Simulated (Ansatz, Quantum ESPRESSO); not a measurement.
# Pt(111), 5 layers against a metal electrode: the electrode's level over the Fermi level at a withheld member of a series

Method. Quantum ESPRESSO 7.5, PBE, GBRV ultrasoft. The slab is relaxed neutral, then held. ESM with bc3: vacuum below and a metal electrode about 6 Å above the top atoms. Cold smearing of 0.02 Ry. Charges are set per cell from the starting area. The slabs take the lattice constants of the bulk relaxed by the same program. The series steps the charge of the slab (positive: electrons removed).

```tsv
charge of the slab	electrode's level over the Fermi level (eV)
1 ×10¹³ e/cm²	6.495
2 ×10¹³ e/cm²	7.305
4.5 ×10¹³ e/cm²	9.346
6 ×10¹³ e/cm²	10.581
7 ×10¹³ e/cm²	11.409
8 ×10¹³ e/cm²	12.239
```

One more run was made and is withheld. What is the electrode's level over the Fermi level at 3 ×10¹³ e/cm²?

**Worked estimate.** The rows at 2 ×10¹³ e/cm² and 4.5 ×10¹³ e/cm² give a slope of (9.346 − (7.305))/(4.5 − (2)) = 0.8164, so a straight line gives 8.121 eV. A parabola through these and the row at 1 ×10¹³ e/cm² gives 8.119 eV.

**Check.** 8.119 eV. The line misses by +0.002 and the parabola by 0.000 eV. Both misses are under 5 % of the step from the nearer row.

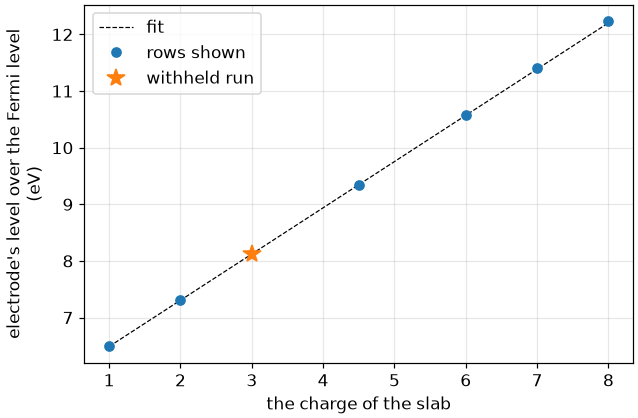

The rows shown, the fit and the withheld run.

**Limits.** Vacuum fills the gap; ions don't answer the charge; added electrons can spill towards the electrode at the most negative charges. Charges count on the starting cell, which the relaxation changed by some per cent. Members without a usable value, or on the other side of zero field or charge, are not listed.

[Logs are printed without paths, hosts, clocks, repeated set-up lines and the standing remarks that a program may print on its own settings, such as how far it seeks lower states.]
